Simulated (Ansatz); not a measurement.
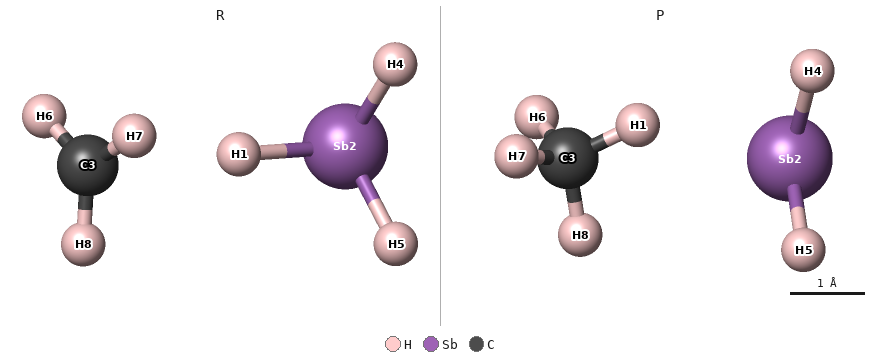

Reactant (R) and product (P) of one elementary step of CH6Sb (multiplicity 2). Style: ball-and-stick. Shown at a tilt.

Stationary points at PBE0-D4/def2-TZVP, single-point energies with CCSD(T)/CBS, r2SCAN-D4, PBE0-D4 (def2-TZVPP where no basis is named; Ansatz 0.2.0). The energies are electronic, without zero-point or thermal terms, and both ends are the minima reached downhill from the saddle, with any fragments still in contact. CCSD(T)/CBS stands for a frozen-core estimate: MP2 correlation extrapolated from def2-TZVPP and def2-QZVPP, CCSD(T) minus MP2 from the smaller set. Elements past krypton carry the basis set's effective core potentials.

R:
```xyz
8

H    -0.3233    0.6473    0.2768
Sb   -0.1488    2.3280    0.5488
C    -0.3445   -1.9086   -0.2187
H     1.4512    2.1153    1.1067
H     0.3974    2.5743   -1.0504
H    -0.8978   -2.1272    0.6829
H     0.7352   -1.8866   -0.1982
H    -0.8696   -1.7425   -1.1478
```

P:
```xyz
8

H     0.7929   -0.8370    0.0786
Sb   -0.4635    2.6198    0.5320
C    -0.1253   -1.3861   -0.1289
H     1.0186    2.0468    1.1675
H     0.0710    2.2633   -1.0540
H    -0.7881   -1.3260    0.7342
H     0.1134   -2.4300   -0.3317
H    -0.6191   -0.9510   -0.9975
```

Predict the saddle point between them and the barrier.

Counted by bonded pieces, R holds CH₃ + SbH₃ and P holds CH₄ + SbH₂. From R over the saddle to P, a bond forms: H1–C3 (2.60 → 2.10 → 1.09 Å). A bond breaks: H1–Sb2 (1.71 → 1.74 → 3.71 Å). The saddle has one imaginary mode, 110i cm⁻¹. With CCSD(T)/CBS the barrier is 0.05 eV from R and 1.85 eV from P, and P lies 1.80 eV below R. By Pauling bond orders of the changing bonds the saddle lies closer to R, the higher end, as Hammond's postulate suggests.

```tsv
level	barrier from R (eV)	barrier from P (eV)	P less R (eV)
CCSD(T)/CBS	0.05	1.85	−1.80
r2SCAN-D4	0.01	1.72	−1.71
PBE0-D4	0.01	1.81	−1.80
```

Saddle geometry:

```xyz
8

H    -0.3265    0.4067    0.2385
Sb   -0.1955    2.1134    0.5227
C    -0.3113   -1.6523   -0.1846
H     1.4042    1.9337    1.0942
H     0.3613    2.3742   -1.0710
H    -0.8589   -1.9175    0.7085
H     0.7670   -1.7169   -0.1878
H    -0.8404   -1.5414   -1.1203
```

The saddle point in the same view, with dashed sticks for the bonds that form or break:

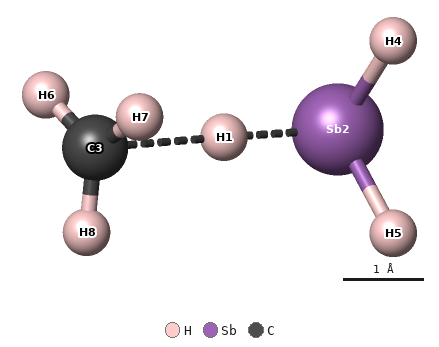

Limits of the set-up: the start holds two separate molecules, 2.6 Å apart at their closest, whose relative position is a soft coordinate.
